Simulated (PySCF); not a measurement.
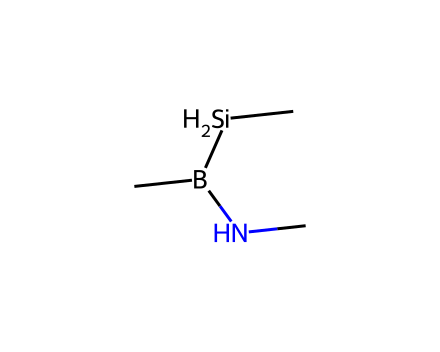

Computed geometry: GFN2-xTB optimisation. No frequency run is at hand to confirm it as a minimum. Properties computed with B3LYP/def2-SVPD, gas phase (PySCF 2.14.0). Excitations: vertical, linear response.

### Give the lowest vertical singlet excitation at this level.

5.77 eV.

### Estimate the mean static polarisability.

90.3 bohr³.

### Estimate the HOMO energy (Kohn–Sham orbital).

−7.31 eV.

### What is the dipole moment?

2.66 D.

The geometry is semi-empirical. Around B, Si such bond lengths and angles can be off by a tenth of an ångström or more and by several degrees, and values that hang on the shape move with them.
